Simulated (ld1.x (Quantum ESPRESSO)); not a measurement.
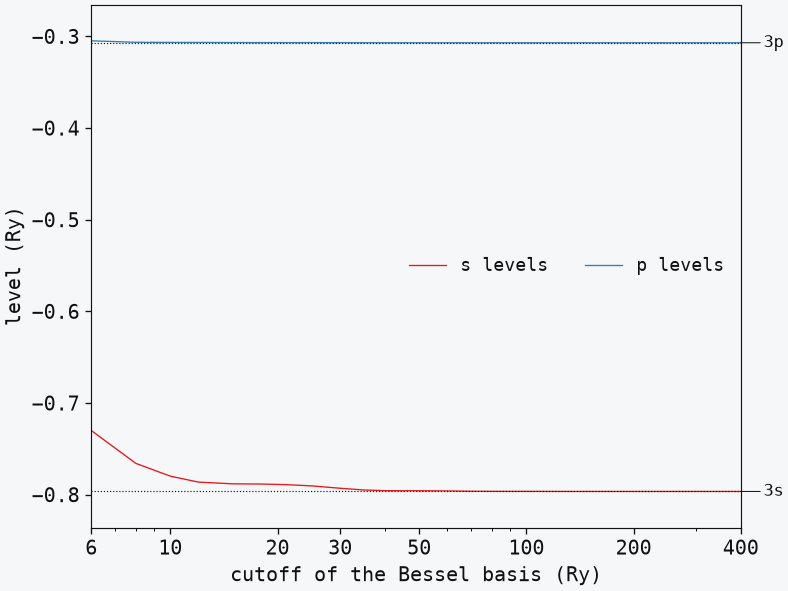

The pseudo-atom Hamiltonian at the reference potential is diagonalised in spherical Bessel functions (20 bohr box) up to the cutoff. Curves: the lowest levels of each channel that holds a bound state. Dotted lines: the all-electron valence levels.

Silicon (Si), norm-conserving Troullier–Martins (Kleinman–Bylander form), made with ld1.x (Quantum ESPRESSO) 7.5 (LDA (PZ), non-relativistic). Core [Ne], reference 3s2 3p2. Waves: 3s (bound): rc 1.45 bohr; 3p (bound): rc 1.75 bohr. Local part: the p channel. Core correction: none.

> Does every curve settle on an all-electron level?

No ghost state below the valence levels in the s, p channels. The curves of the valence states settle on the dotted lines.

> Read the all-electron valence levels.

3s: -0.80 Ry; 3p: -0.31 Ry.

> Which level is furthest from its value at the highest cutoff when the cutoff is lowest, 6 Ry?

3s, by 0.07 Ry, against 0.00 Ry for 3p.
